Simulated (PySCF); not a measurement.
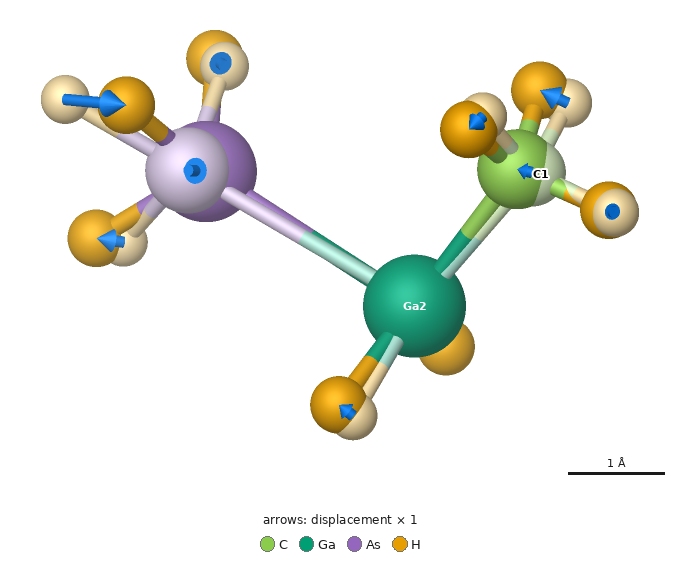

A relaxation of CH8AsGa. The starting structure is drawn faded, the final one solid; blue arrows show the displacements, at their true length. The two geometries are superimposed by the best rigid fit.

The picture is a ball-and-stick view, seen at a tilt.

The start comes from GFN2-xTB. Its atoms were then displaced at random by about 0.01 Å.

These are results of PBE0-D3(BJ)/def2-SVP geometry optimisation, gas phase (PySCF), not measurements. 

### Describe the change and its energy.

Over 15 geometry steps the energy falls by 24.6 kJ/mol. The largest move after the best rigid fit is that of an H atom, 0.79 Å. Largest moves by element: H 0.79 Å, As 0.37 Å, C 0.16 Å, Ga 0.07 Å. Near-neighbour distances that change, for instance: As–Ga 2.800 → 2.675 Å, C–H 1.080 → 1.103 Å, C–H 1.113 → 1.101 Å, As–H 1.501 → 1.512 Å. Bond angles that change, for instance: Ga–As–H 161.0° → 120.8°, Ga–As–H 103.9° → 121.1°, Ga–As–H 104.1° → 119.3°. Groups turn about C–Ga by about 20°.
